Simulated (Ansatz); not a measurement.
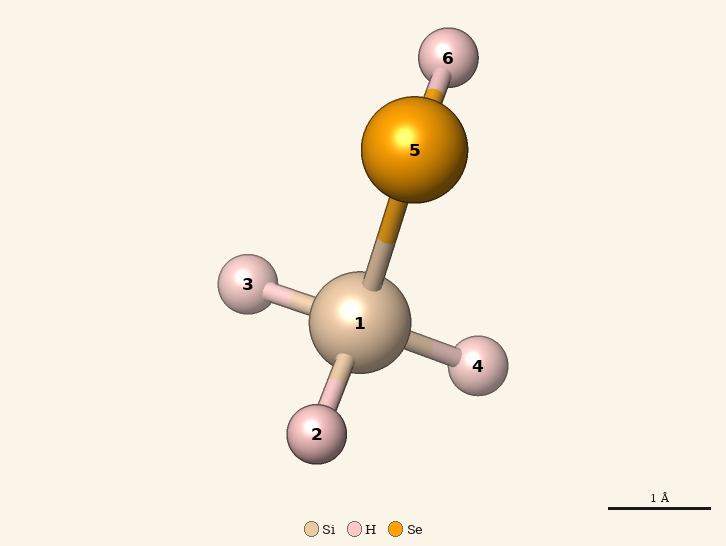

Orthographic view. Atoms fade into the background with distance from the viewer. The computed structure is the end point of a PBE0-D4/def2-TZVP optimisation.

Write a Z-matrix (Å, degrees) in the order of the atom numbers, with these reference atoms: 2 to 1; 3 to 1, 2; 4 to 1, 2, 3; 5 to 1, 2, 4; 6 to 5, 1, 2.

```
Si 
H    1   1.483
H    1   1.484   2   110.0
H    1   1.484   2   109.9   3  -120.1
Se   1   2.279   2   104.8   4  -120.0
H    5   1.469   1    93.2   2  -178.7
```
